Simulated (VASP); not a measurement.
Band structure of PbSe (space group Cmcm). All values below come from PBEsol GGA, VASP's PBE PAW potentials (set 64) (plane waves; VASP 6.6.1).

Unless said otherwise, spin-orbit coupling is left out, though it shifts the bands of the heavy elements here.

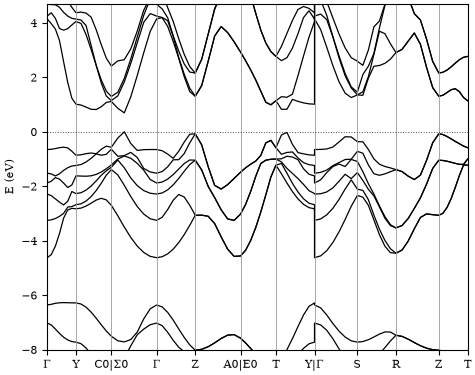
Figure. Bands along high-symmetry lines, zero at the valence-band maximum or, without a gap, the Fermi level

Problem. Read the plot: is there a gap, and where are the band edges?

Solution. The gap is direct, 0.70 eV, from the valence maximum at Σ0-Γ at 0.29 to the conduction minimum at Σ0-Γ at 0.29. (Edges off the drawn lines would not show.)

The structure comes from a computed database's PbSe entry (Cmcm); how it stands against other phases isn't given here. It was relaxed first, which changed the volume by -6 %.
